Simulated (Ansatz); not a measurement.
```sh
ansatz run in.yaml --threads 4 --pin off --events-out ev --progress --plain --max-ram 10444MiB
```

```yaml
crystal:
  periodic: [false, false, false]
  atoms:
    - {symbol: C, position_ang: [-0.795381, -1.980879, 1.642833]}
    - {symbol: C, position_ang: [-0.359951, -0.943376, 0.738511]}
    - {symbol: N, position_ang: [-0.014467, -0.117671, 0.020708]}
    - {symbol: Cu, position_ang: [0.531373, 1.213675, -1.108422]}
    - {symbol: N, position_ang: [1.105800, 2.449556, -2.312547]}
    - {symbol: H, position_ang: [-0.435002, -1.770504, 2.651370]}
    - {symbol: H, position_ang: [-1.885827, -2.025000, 1.657348]}
    - {symbol: H, position_ang: [-0.404626, -2.947076, 1.318784]}
    - {symbol: H, position_ang: [0.387314, 3.093174, -2.624915]}
    - {symbol: H, position_ang: [1.870777, 3.028103, -1.983660]}
basis:
  gaussian: {orbitals: def2-TZVPP}
hamiltonian: {xc: {name: BHLYP}, dispersion: d4}
output: {orbitals: {seedname: orbitals}}
```

Work out the structure from the coordinates.

It has 10 atoms: 2 carbon, 5 hydrogen, 1 copper and 2 nitrogen (C2H5CuN2). SMILES: `CC#[N+][Cu-][NH2]`. Coordination: 1 C tetrahedral; 1 C linear; 1 N linear; 1 Cu linear; 1 N trigonal pyramidal.

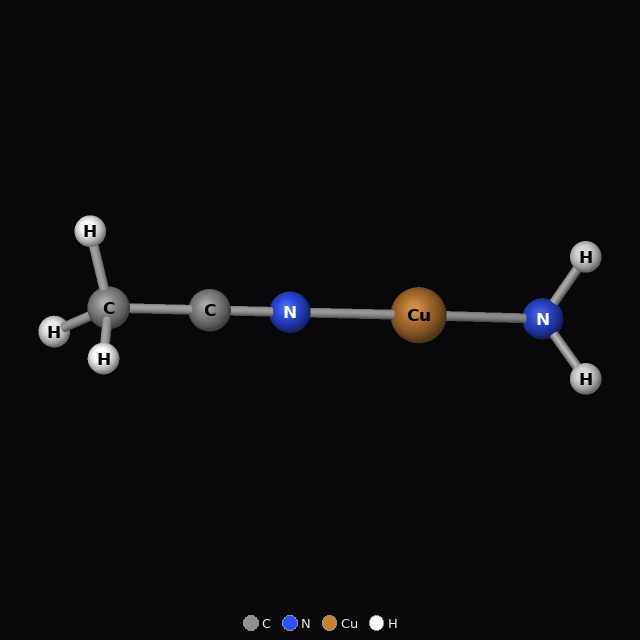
